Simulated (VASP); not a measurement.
Band structure of SnO₂ (space group Pbcn). All values below come from r2SCAN meta-GGA, VASP's PBE PAW potentials (set 64) (plane waves; VASP).

The path is coarsely sampled, so an indirect gap can come out somewhat too large. Unless said otherwise, spin-orbit coupling is left out, though it shifts the bands of the heavy elements here.

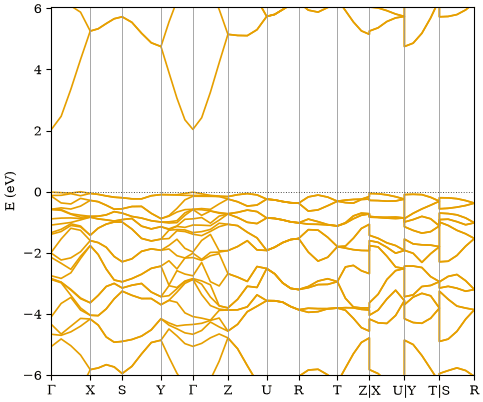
Figure: Bands along high-symmetry lines, zero at the valence-band maximum or, without a gap, the Fermi level

**Question.** Read the plot: is there a gap, and where are the band edges?

**Answer.** The gap is indirect, 2.04 eV, from the valence maximum at Γ-X at 0.75 to the conduction minimum at Γ.

The structure comes from a computed database's SnO2 entry (Pbcn); how it stands against other phases isn't given here. It was relaxed first.
